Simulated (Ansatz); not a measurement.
PtSb2 (space group Pa-3): frozen-phonon scan

Starting cell, PtSb2 (space group Pa-3):

```
CELL_PARAMETERS angstrom
      6.55329     0.00000     0.00000
      0.00000     6.55329     0.00000
      0.00000     0.00000     6.55329
ATOMIC_POSITIONS crystal
  Sb 0.37490 0.12510 0.87490
  Sb 0.62510 0.87490 0.12510
  Sb 0.12510 0.87490 0.37490
  Sb 0.87490 0.12510 0.62510
  Sb 0.87490 0.37490 0.12510
  Sb 0.12510 0.62510 0.87490
  Sb 0.62510 0.62510 0.62510
  Sb 0.37490 0.37490 0.37490
  Pt 0.00000 0.50000 0.50000
  Pt 0.50000 0.50000 0.00000
  Pt 0.50000 0.00000 0.50000
  Pt 0.00000 0.00000 0.00000
```

A phonon eigenvector at Γ is frozen into this cell: atom i moves by Q times the vector below, so Q is the largest atomic displacement, in Å. The cell is held. It is one choice among 2 degenerate patterns.

```
atom       x       y       z
----  ------  ------  ------
Sb1    0.318  -0.271  -0.589
Sb2    0.318  -0.271  -0.589
Sb3   -0.318   0.271  -0.589
Sb4   -0.318   0.271  -0.589
Sb5    0.318   0.271   0.589
Sb6    0.318   0.271   0.589
Sb7   -0.318  -0.271   0.589
Sb8   -0.318  -0.271   0.589
Pt9   -0.179   0.600   0.779
Pt10   0.179  -0.600   0.779
Pt11  -0.179  -0.600  -0.779
Pt12   0.179   0.600  -0.779
```

Method: PBE (plane waves to 420 eV, PAW, scalar-relativistic; Ansatz, a program for electronic structure). k mesh 6×6×6 (Γ-centred), Fermi-Dirac smearing 0.05 eV. Energies are smeared free energies. With partly filled bands, energies and forces of such displacements shift with the k mesh and the smearing. At this level the bands of PtSb2 touch or barely overlap; measurements give the solid a gap. PtSb2 is run without spin polarisation. PtSb2 was relaxed with its symmetry unable to fall. Spin-orbit coupling is left out, though Pt and Sb are heavy. ΔE is measured from the undisplaced structure.

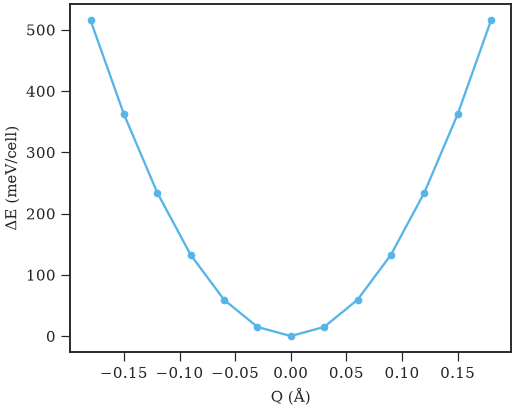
ΔE (meV/cell) against Q (Å); one marker a computed point.

Space group of the distorted cell: P2_12_12_1 (No. 19), lowered from Pa-3. Wavenumber by perturbation theory (DFPT, on another k mesh): 84 cm⁻¹. Shape of the curve: a single well with its minimum at or next to zero displacement. Symmetry of the curve: even: the same for both signs. Harmonic wavenumber from the curvature (finite differences): 84 cm⁻¹.

E″ = 33.07 eV/Å², M = Σ mᵢ|uᵢ|² = 1287.5 u, ν̃ = 521.5·√(|E″|/M).

(A displaced cell: forces are minus the slopes of the energy, force constants its curvatures, and phonons follow from these.)
